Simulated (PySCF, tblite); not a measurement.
# C6H8F2: dynamics, then NMR shifts on frames, part 2 of 2

tblite 0.8.0 and PySCF 2.14.0. Atoms count from 0. The steps go on from the part before.

**6. Shielding tensors: 800 fs, PBE0/pcSseg-1**

The job: settings as JSON, then the geometry in Å.

```
{"job": {"kind": "nmr", "xc": "PBE0", "basis": "pcSseg-1", "pop": false}, "charge": 0, "multiplicity": 1}
F     -2.401300     1.791300     0.653700
C     -1.598800     0.805100     0.990900
C     -0.370200     1.172500     1.240900
C      0.678700     0.167400     1.365200
C      0.102300    -1.229100     1.770800
C     -1.075700    -1.644500     0.891200
C     -2.139000    -0.494100     0.908000
F     -2.854900    -0.651800     2.081900
H     -0.083400     2.179800     1.456900
H      1.033600     0.137600     0.303400
H      1.660100     0.461800     1.847300
H      0.852400    -2.006600     1.607500
H     -0.199800    -1.178000     2.806100
H     -0.952800    -1.700000    -0.275300
H     -1.602300    -2.461400     1.380200
H     -2.945700    -0.713600     0.153500
```

Level: GIAO PBE0/pcSseg-1 NMR shielding, non-relativistic, gas phase.

Log:

```text
coarse grid: 13648 points
cycle   1  E = -432.4288750100  dE =  1.257e+00  |g| = 6.478e-01  |ddm| = 3.568e+00
cycle   2  E = -432.3731886764  dE =  5.569e-02  |g| = 8.993e-01  |ddm| = 1.117e+00
cycle   3  E = -432.5026201879  dE = -1.294e-01  |g| = 7.896e-02  |ddm| = 6.575e-01
cycle   4  E = -432.5037047279  dE = -1.085e-03  |g| = 3.987e-02  |ddm| = 1.067e-01
cycle   5  E = -432.5040548252  dE = -3.501e-04  |g| = 8.414e-03  |ddm| = 4.116e-02
cycle   6  E = -432.5040649465  dE = -1.012e-05  |g| = 4.815e-03  |ddm| = 1.038e-02
cycle   7  E = -432.5040704119  dE = -5.465e-06  |g| = 6.126e-04  |ddm| = 4.342e-03
final grid: 133432 points
cycle   8  E = -432.5655624500  dE = -4.377e-05  |g| = 8.507e-03  |ddm| = 3.195e-02
cycle   9  E = -432.5655481879  dE =  1.426e-05  |g| = 1.224e-02  |ddm| = 1.699e-02
cycle  10  E = -432.5655792697  dE = -3.108e-05  |g| = 1.182e-03  |ddm| = 1.003e-02
cycle  11  E = -432.5655795005  dE = -2.309e-07  |g| = 3.346e-04  |ddm| = 1.244e-03
cycle  12  E = -432.5655795207  dE = -2.020e-08  |g| = 1.135e-04  |ddm| = 3.850e-04
cycle  13  E = -432.5655795234  dE = -2.684e-09  |g| = 4.252e-05  |ddm| = 1.178e-04
cycle  14  E = -432.5655795238  dE = -4.102e-10  |g| = 5.993e-06  |ddm| = 3.816e-05
converged SCF energy = -432.5655795238

GIAO shielding tensors (ppm)
atom      isotropic    diamagn.    paramagn.     s11        s22        s33       span
  0 F      289.167     475.499    -186.332    220.337    298.450    348.713    128.376
  1 C       31.747     250.803    -219.056    -67.452     75.694     86.999    154.450
  2 C       70.085     257.495    -187.410    -19.792     69.073    160.974    180.766
  3 C      156.928     251.734     -94.806    147.652    152.835    170.298     22.647
  4 C      165.412     246.160     -80.748    158.894    162.600    174.742     15.847
  5 C      142.708     247.598    -104.890    128.884    138.144    161.094     32.210
  6 C      101.933     245.398    -143.465     71.160     92.652    141.987     70.827
  7 F      344.104     469.365    -125.261    289.920    330.905    411.488    121.568
  8 H       25.626      31.040      -5.415     23.199     25.831     27.846      4.647
  9 H       28.673      32.298      -3.625     24.674     27.107     34.238      9.564
 10 H       28.554      29.180      -0.626     24.148     26.248     35.267     11.119
 11 H       29.784      29.350       0.434     24.608     27.917     36.827     12.219
 12 H       29.900      29.065       0.835     25.744     28.336     35.621      9.877
 13 H       27.746      28.705      -0.959     23.810     26.231     33.197      9.387
 14 H       29.035      29.267      -0.232     25.389     27.190     34.526      9.136
 15 H       25.762      28.676      -2.914     22.016     25.056     30.215      8.198
```

Wall time 24 s (1 thread of Intel Xeon at 2.60GHz, shared host); peak memory 0.82 GiB.

Key values: δ C1 155.2, C2 116.8, C6 85.0, C5 44.2, H8 6.09, H15 5.95 ppm.

**7. Shielding tensors: 1000 fs, PBE0/pcSseg-1**

The job: settings as JSON, then the geometry in Å.

```
{"job": {"kind": "nmr", "xc": "PBE0", "basis": "pcSseg-1", "pop": false}, "charge": 0, "multiplicity": 1}
F     -1.689300     2.612400     0.802100
C     -1.112600     1.375300     1.005000
C      0.153400     1.185500     0.795400
C      0.778500    -0.178200     1.039600
C     -0.274400    -1.194100     1.551800
C     -1.646300    -1.017100     1.005100
C     -2.099900     0.333600     1.414900
F     -2.279600     0.375800     2.747800
H      0.702500     1.959200     0.227500
H      1.284900    -0.540400     0.152500
H      1.507300    -0.098600     1.867100
H      0.087900    -2.235300     1.246800
H     -0.241200    -1.135200     2.683200
H     -1.599300    -1.154900    -0.087100
H     -2.352400    -1.682000     1.478300
H     -3.071300     0.537800     0.964800
```

Method: GIAO PBE0/pcSseg-1 NMR shielding, non-relativistic, gas phase.

Log:

```text
coarse grid: 13648 points
cycle   1  E = -432.4577926423  dE =  1.189e+00  |g| = 6.390e-01  |ddm| = 3.569e+00
cycle   2  E = -432.4076963858  dE =  5.010e-02  |g| = 8.726e-01  |ddm| = 1.081e+00
cycle   3  E = -432.5295888124  dE = -1.219e-01  |g| = 8.093e-02  |ddm| = 6.439e-01
cycle   4  E = -432.5307285759  dE = -1.140e-03  |g| = 3.954e-02  |ddm| = 9.933e-02
cycle   5  E = -432.5310911922  dE = -3.626e-04  |g| = 7.063e-03  |ddm| = 3.918e-02
cycle   6  E = -432.5310985645  dE = -7.372e-06  |g| = 3.942e-03  |ddm| = 8.131e-03
cycle   7  E = -432.5311021596  dE = -3.595e-06  |g| = 6.794e-04  |ddm| = 3.500e-03
final grid: 133432 points
cycle   8  E = -432.5924273895  dE = -4.500e-05  |g| = 9.176e-03  |ddm| = 3.099e-02
cycle   9  E = -432.5924091087  dE =  1.828e-05  |g| = 1.361e-02  |ddm| = 1.922e-02
cycle  10  E = -432.5924465841  dE = -3.748e-05  |g| = 1.203e-03  |ddm| = 1.123e-02
cycle  11  E = -432.5924468305  dE = -2.464e-07  |g| = 3.228e-04  |ddm| = 1.210e-03
cycle  12  E = -432.5924468482  dE = -1.772e-08  |g| = 9.918e-05  |ddm| = 3.366e-04
cycle  13  E = -432.5924468501  dE = -1.872e-09  |g| = 4.280e-05  |ddm| = 1.039e-04
cycle  14  E = -432.5924468505  dE = -4.052e-10  |g| = 7.149e-06  |ddm| = 3.640e-05
converged SCF energy = -432.5924468505

GIAO shielding tensors (ppm)
atom      isotropic    diamagn.    paramagn.     s11        s22        s33       span
  0 F      262.777     475.182    -212.405    169.437    292.968    325.924    156.487
  1 C       17.325     252.975    -235.651    -78.304     63.104     67.174    145.479
  2 C       74.963     257.635    -182.672    -20.500     87.269    158.119    178.620
  3 C      158.843     245.214     -86.371    152.758    156.590    167.181     14.423
  4 C      162.737     248.117     -85.380    156.392    163.187    168.633     12.241
  5 C      155.938     248.863     -92.925    142.368    161.188    164.259     21.890
  6 C      105.827     248.306    -142.479     81.127     91.804    144.551     63.424
  7 F      395.033     470.157     -75.124    351.736    383.625    449.737     98.002
  8 H       25.622      29.835      -4.213     22.841     26.073     27.951      5.110
  9 H       29.585      30.886      -1.301     24.425     27.996     36.334     11.909
 10 H       28.803      28.850      -0.046     24.195     26.617     35.598     11.403
 11 H       28.819      28.784       0.034     23.776     27.293     35.386     11.610
 12 H       28.487      28.552      -0.065     23.746     27.285     34.432     10.685
 13 H       29.947      30.765      -0.818     26.080     27.570     36.190     10.111
 14 H       29.816      29.215       0.602     25.616     27.836     35.996     10.380
 15 H       26.835      29.741      -2.906     24.008     25.605     30.892      6.884
```

It took 23 s on 1 thread of Intel Xeon at 2.60GHz, shared host; peak memory 0.82 GiB.

Key values: δ C1 169.6, C2 112.0, C6 81.1, C5 31.0, H8 6.10, H15 4.88 ppm.

**8. Comparing the runs: NMR shifts**

Shifts (ppm) of some atoms, chosen among heavy atoms and hydrogens apart, with basis size and wall time:

```csv
frame,C2,C6,C4,H11,H13,F0,F7,functions,time
250 fs,132.3,96.0,30.9,3.08,2.34,-104.3,-142.2,176,31 s
425 fs,120.5,92.3,11.5,1.39,1.07,-111.2,-208.2,176,23 s
625 fs,126.7,73.0,17.7,-0.36,1.50,-84.8,-228.7,176,24 s
800 fs,116.8,85.0,21.5,1.93,3.97,-118.2,-173.2,176,24 s
1000 fs,112.0,81.1,24.2,2.90,1.77,-91.8,-224.1,176,23 s
```

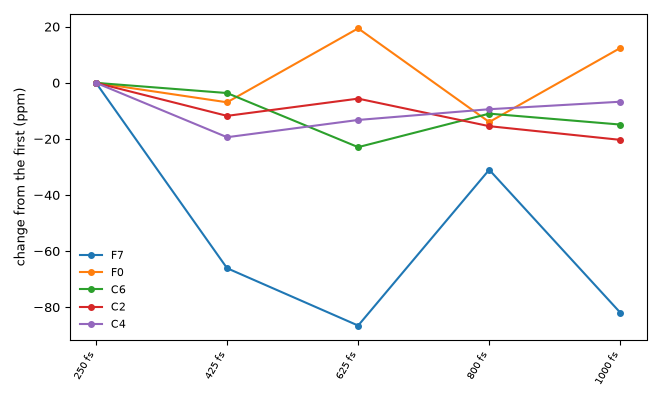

How five of the tabulated atoms move from run to run.

**9. What came out**

This closing draws on all 2 parts.

```
                                        quantity                                               value
                                      thermostat                                               400 K
                   mean temperature, second half                                               385 K
         mean potential energy above the minimum                                             0.70 eV
  ¹³C shifts against TMS (PBE0/pcSseg-1, 250 fs)            172.7, 132.3, 96.0, 36.7, 30.9, 30.2 ppm
   ¹H shifts against TMS (PBE0/pcSseg-1, 250 fs)  6.74, 6.35, 3.35, 3.27, 3.08, 2.34, 2.09, 1.81 ppm
¹⁹F shifts against CFCl3 (PBE0/pcSseg-1, 250 fs)                                  -104.3, -142.2 ppm
           surface potential, least and greatest                                  -1.26 V and 0.99 V
                        range of the shift of F7                                -228.7 to -142.2 ppm
```

In the second half the potential energy averages 0.70 eV above the minimum; equipartition over 42 harmonic modes at 400 K would give 0.72 eV. With 16 atoms the temperature swings widely (208 to 596 K). Shifts at one fixed geometry are not the observed spectrum, which averages over the motion. At PBE0/pcSseg-1, counted by nearest atom on the grid, the HOMO lies on C1, C2 about 32 % each; F0 13 %, the LUMO on C1, C2 about 28 % each; C6 10 %. In ppm, F7 moves most: its shift spreads over 86.5 ppm, from -228.7 (625 fs) to -142.2 (250 fs).
